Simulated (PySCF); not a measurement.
**C$_{2}$H$_{7}$FGe, SMILES `FC[CH2][GeH3]`: what the electrons do**

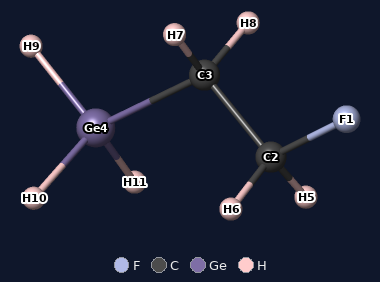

The molecule, with its atoms numbered as below. No frequency check shows the geometry to be a minimum.

Cartesian coordinates (Å):

```
F1       2.9122    0.0528    0.0000
C2       1.6330   -0.4559   -0.0004
C3       0.6144    0.6629    0.0003
Ge4     -1.2241   -0.0446    0.0001
H5       1.5490   -1.0805   -0.8962
H6       1.5486   -1.0823    0.8947
H7       0.7699    1.2913    0.8798
H8       0.7703    1.2932   -0.8766
H9      -2.2161    1.0699   -0.0031
H10     -1.4730   -0.8919    1.2043
H11     -1.4726   -0.8893   -1.2066
```

### 1. Bonding charge

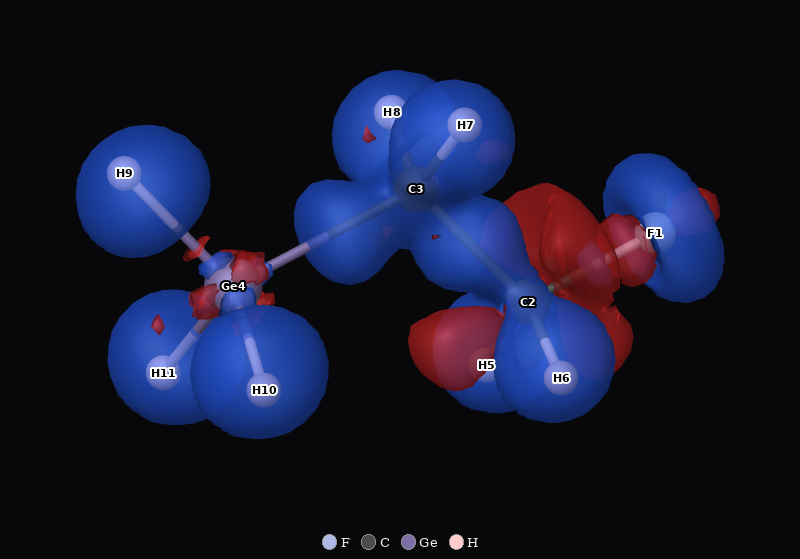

Deformation density (molecule less spherical, spin-averaged free atoms at the same positions), surfaces at ±0.09 e/Å³; blue: gain, red: loss.

Method: B3LYP/def2-SVP; geometry: GFN2-xTB; program: PySCF.

Q: Describe the bonding that the map shows.

A: C2–H5: +0.76 e/Å³ at the bond critical point (bond length 1.09 Å, Mayer order 1.0). C2–H6: +0.76 e/Å³ at the bond critical point (bond length 1.10 Å, Mayer order 1.0). C3–H8 and C3–H7: +0.66 e/Å³ at the bond critical point (bond length 1.09 Å, Mayer order 0.9). C2–C3: +0.50 e/Å³ at the bond critical point (bond length 1.51 Å, Mayer order 1.1). Ge4–H9: +0.25 e/Å³ at the bond critical point (bond length 1.49 Å, Mayer order 0.9). Ge4–H10 and Ge4–H11: +0.25 e/Å³ at the bond critical point (bond length 1.49 Å, Mayer order 0.9). C3–Ge4: +0.18 e/Å³ at the bond critical point (bond length 1.97 Å, Mayer order 0.9). F1–C2: −0.06 e/Å³ at the bond critical point (bond length 1.38 Å, Mayer order 1.0); up to 0.6 Å beside the axis the gain reaches +0.18 e/Å³. In all, 2.4 electrons gather in the regions of gain relative to the promolecule. A small or negative value marks a very polar bond, one between electron-rich atoms, whose free-atom densities already overlap strongly, a long bond to a heavier atom, or a closed-shell contact such as a hydrogen bond.

Q: Where do the Hirshfeld charges lie?

A: The highest Hirshfeld charge is on Ge4 (+0.32 e), the lowest on C3 (−0.14 e).

### 2. Bond critical points

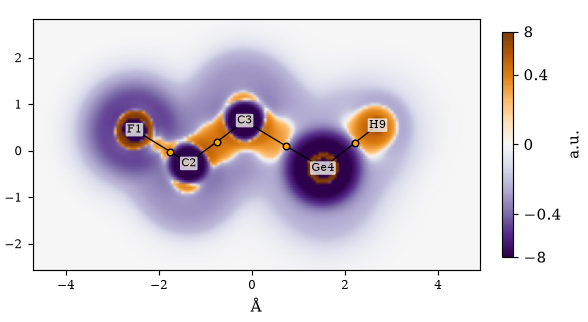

Negative Laplacian of the density (−∇²ρ) in the plane of F1, C2, C3, Ge4 and H9 (orange positive, purple negative, colour scale in a.u., logarithmic beyond ±0.04), with bond paths and bond critical points (dots).

Q: Sort the bonds in the plane by the sign of ∇²ρ at their critical points.

A: Concentrated (∇²ρ < 0): C2–C3 (−0.60 a.u.); F1–C2 (−0.01 a.u.). Depleted (∇²ρ > 0): Ge4–H9 (+0.09 a.u., H = −0.088); C3–Ge4 (+0.04 a.u., H = −0.074). A positive Laplacian with clearly negative H marks a strongly polar covalent bond, whose critical point lies close to the core of the less electronegative atom.

Q: Where along F1–C2 does the critical point lie?

A: 0.91 Å from F1 and 0.47 Å from C2.

### 3. Local ionisation energy

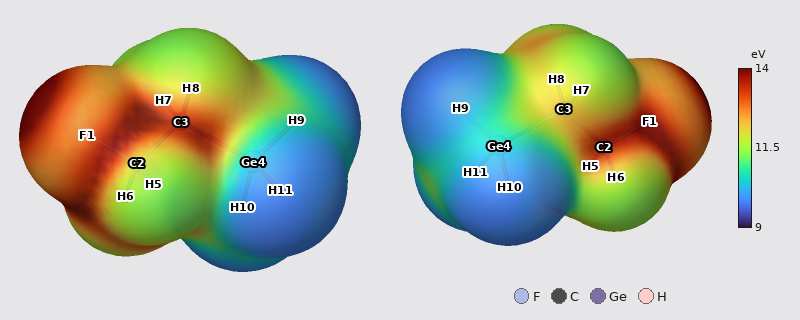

Average local ionisation energy on the surface of electron density 0.001 a.u. (back view left, front view right).

Q: Locate the minima of the map.

A: The lowest value is 9.8 eV, 1.5 Å from H11, and at like points elsewhere. Further minima include 11.3 eV, 1.4 Å from H6, and at like points elsewhere. For comparison, the highest occupied orbital lies at −8.6 eV.

### 4. Excited states

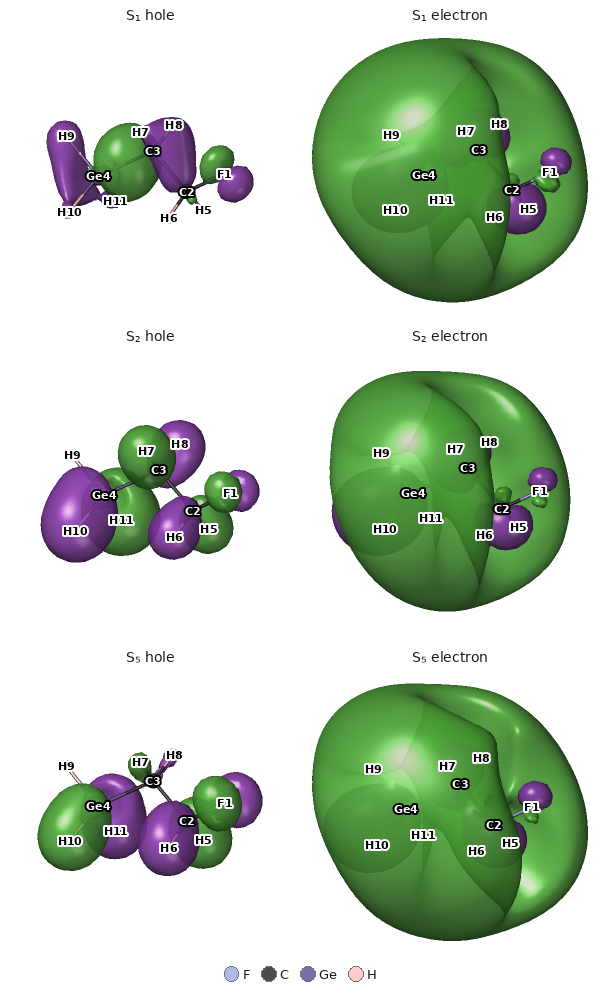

Leading natural transition orbitals (full linear response singlet states).

Computed with PySCF, PBE0/def2-SVPD, geometry: GFN2-xTB.

Q: Give the energy and character of each state.

A: By state:
- S₁: 8.26 eV (150 nm), f = 0.005, σ → diffuse (Rydberg-like) orbital; the leading pair carries 100 %; hole on C3 (35 %), Ge4 (27 %) and F1 (14 %), electron on Ge4 (33 %), H7, H8, H10 and H11 (9 % each) and H9 (8 %) (atom shares of so diffuse an orbital are rough); their centroids lie 0.7 Å apart.
- S₂: 8.64 eV (144 nm), f = 0.041, diffuse (Rydberg-like) orbital; the leading pair carries 97 %; hole on Ge4 (24 %), H11 (17 %) and H10 (13 %), electron on Ge4 (33 %), H7, H8, H10 and H11 (8 % each) and H5, H6 and H9 (7 % each) (atom shares of so diffuse an orbital are rough); their centroids lie 0.4 Å apart; S₃ and S₄ lie within 0.1 eV of it.
- S₅: 8.78 eV (141 nm), f = 0.023, diffuse (Rydberg-like) orbital; the leading pair carries 90 %; hole on F1 (25 %), Ge4 (17 %) and C2 (16 %), electron on Ge4 (29 %), H5 and H6 (10 % each) and H10 and H11 (7 % each) (atom shares of so diffuse an orbital are rough); their centroids lie 0.8 Å apart; S₄ lies within 0.1 eV of it.

### 5. Stretching a bond

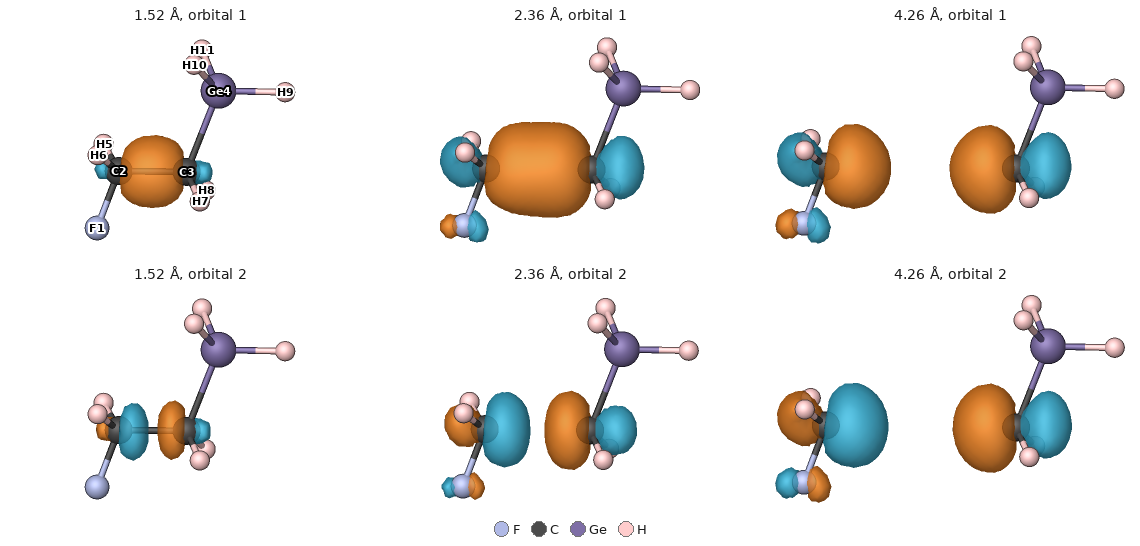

Rigid stretch of the C2–C3 bond. The two CASSCF(2,2) natural orbitals nearest half filling (orbital 1 the more occupied).

Level of theory: def2-SVP basis (PySCF), at a geometry from GFN2-xTB.

Q: How do the occupations change along the stretch?

A: 1.52 Å: 1.98 and 0.02; 2.36 Å: 1.83 and 0.17; 4.26 Å: 1.09 and 0.91. At the longest distance computed (4.26 Å) they are 1.09 and 0.91, and the effective number of unpaired electrons is 2.0.

Q: Where does the UHF solution part from RHF?

A: Between 2.05 Å (⟨S²⟩ = 0, the two coincide) and 2.36 Å (⟨S²⟩ = 0.58); at 4.26 Å ⟨S²⟩ is 1.01 and UHF lies 4.9 eV below RHF.

Q: How much energy does the stretch cost?

A: By CASSCF, 4.1 eV from the lowest point of the scan (1.52 Å) to 4.26 Å; RHF gives 8.4 eV from its own lowest point. The fragments aren't relaxed and dynamic correlation is missing, so this isn't a bond dissociation energy.

The PySCF runs shown took 14 s, 17 min and 14 min on 1 thread of Arm Neoverse V1 (shared host).
